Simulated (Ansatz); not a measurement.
**C2HSi (doublet): inputs that go wrong at distance C2–Si3 = 2.370 Å**

3 inputs are run for C2HSi (doublet) as typed; the log has to tell whether the result can be used and what must change.

Method: the settings change from run to run; program: Ansatz 0.2.0, Gaussian basis.

21 further runs of the same task are left out: 16 that didn't finish, 5 set aside as unsound or not needed.

### 1 What is computed

The geometry derives from a PBE0/def2-TZVP stationary point (not a proven minimum). One bond is set to the value named and the two fragments are kept rigid.

4 atoms, charge 0, spin multiplicity 2.

Atoms are counted from 1 here; the program's logs count them from 0.

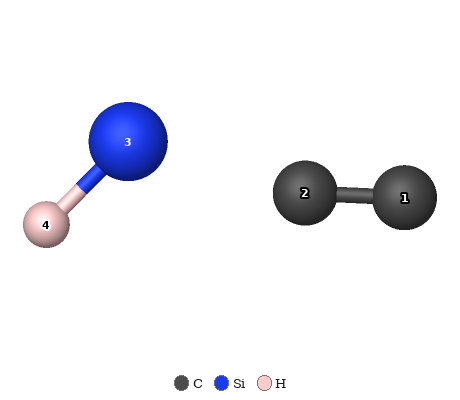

The geometry (carbon dark grey, silicon blue, hydrogen pink); atoms are numbered from 1 in the order of the file.

### 2 Try 1

Contents of in.yaml:

```yaml
crystal:
  periodic: [false, false, false]
  atoms:
    - {symbol: C, position_ang: [0.000000, 0.061924, 2.285960]}
    - {symbol: C, position_ang: [0.000000, 0.186274, 1.014915]}
    - {symbol: Si, position_ang: [0.000000, -0.144422, -1.331899]}
    - {symbol: H, position_ang: [0.000000, 1.066665, -2.221132]}
basis:
  gaussian: {orbitals: STO-3G, point_charges: [{charge: -0.50, position_ang: [3.859, -0.824, -0.382]}]}
magnetization: {spin_polarized: false, initial_magnetization: 1}
hamiltonian: {pseudopotentials: {relativity: scalar}}
correlation: {method: dmrg, electrons: outside_noble_gas, diis_vectors: 2}
accuracy: high
scf: {lower_state_search: off}
output: {forces: true}
```

Command:

```bash
$ ansatz run in.yaml --threads 1 --pin off --events-out ev --progress --plain --max-ram 2393MiB
```

Output:

```text
Error: YAML parse error: error: line 12 column 23: unknown variant `dmrg`, expected one of mp2, rpa, ccsd, ccsd_t, bccd, bccd_t, ccsdt, ccsdt_q, ccsdt_q_b, ccsdtq, fci, sc_nevpt2, fic_nevpt4_sd, fic_mrcisd_q, fic_mrcisd_q_relaxed
  --> <input>:12:23
   |
10 | magnetization: {spin_polarized: false, initial_magnetization: 1}
11 | hamiltonian: {pseudopotentials: {relativity: scalar}}
12 | correlation: {method: dmrg, electrons: outside_noble_gas, diis_vectors: 2}
   |                       ^ unknown variant `dmrg`, expected one of mp2, rpa, ccsd, ccsd_t, bccd, bccd_t, ccsdt, ccsdt_q, ccsdt_q_b, ccsdtq, fci, sc_nevpt2, fic_nevpt4_sd, fic_mrcisd_q, fic_mrcisd_q_relaxed
13 | accuracy: high
14 | scf: {lower_state_search: off}
   |
```

Run time: 0.03 s. Hardware: 1 thread of Arm Neoverse V2, shared host.

**Diagnosis.** The run was refused. The method's name isn't one that the program knows. Cure: name one from the list in the message.

### 3 Try 2

Contents of in.yaml:

```yaml
crystal:
  periodic: [false, false, false]
  atoms:
    - {symbol: C, position_ang: [0.000000, 0.061924, 2.285960]}
    - {symbol: C, position_ang: [0.000000, 0.186274, 1.014915]}
    - {symbol: Si, position_ang: [0.000000, -0.144422, -1.331899]}
    - {symbol: H, position_ang: [0.000000, 1.066665, -2.221132]}
basis:
  gaussian: {orbitals: STO-3G}
correlation: {active_space: {window: {electrons: 3, orbitals: 3}}}
magnetization: {spin_polarized: true, initial_magnetization: 1}
```

Launched as before.

Output:

```text
Error: invalid value for `correlation.active_space`: it starts from restricted Hartree–Fock orbitals; set hamiltonian.xc: hf without magnetization.spin_polarized
```

It took 0.03 s on 1 thread of Arm Neoverse V2, shared host.

**Diagnosis.** The run was refused. An active space is asked on unrestricted orbitals. Cure: drop spin_polarized: true.

### 4 Try 3

Contents of in.yaml:

```yaml
crystal:
  periodic: [false, false, false]
  atoms:
    - {symbol: C, position_ang: [0.000000, 0.061924, 2.285960]}
    - {symbol: C, position_ang: [0.000000, 0.186274, 1.014915]}
    - {symbol: Si, position_ang: [0.000000, -0.144422, -1.331899]}
    - {symbol: H, position_ang: [0.000000, 1.066665, -2.221132]}
basis:
  gaussian: {orbitals: cc-pVDZ}
magnetization: {spin_polarized: false, initial_magnetization: 1}
hamiltonian: {xc: r2scan}
correlation: {method: fic_mrcisd_q, electrons: outside_noble_gas, active_space: {window: {electrons: 3, orbitals: 3}}}
scf: {lower_state_search: off}
```

The command is unchanged.

Output:

```text
Error: invalid value for `correlation.active_space`: it starts from restricted Hartree–Fock orbitals; set hamiltonian.xc: hf without magnetization.spin_polarized
```

Run time: 0.03 s. Hardware: 1 thread of Arm Neoverse V2, shared host.

**Diagnosis.** The run was refused. An active space is asked on a functional's orbitals. Fix: start from Hartree-Fock.

### 5 How the runs ended

| try | level | ended | cause | time |
| --- | --- | --- | --- | --- |
| 1 | 'dmrg'/STO-3G | refused | the method's name isn't one that the program knows | 0.03 s |
| 2 | CASSCF(3,3)/STO-3G | refused | an active space is asked on unrestricted orbitals | 0.03 s |
| 3 | MRCISD+Q(3,3)/cc-pVDZ | refused | an active space is asked on a functional's orbitals | 0.03 s |

3 refused.
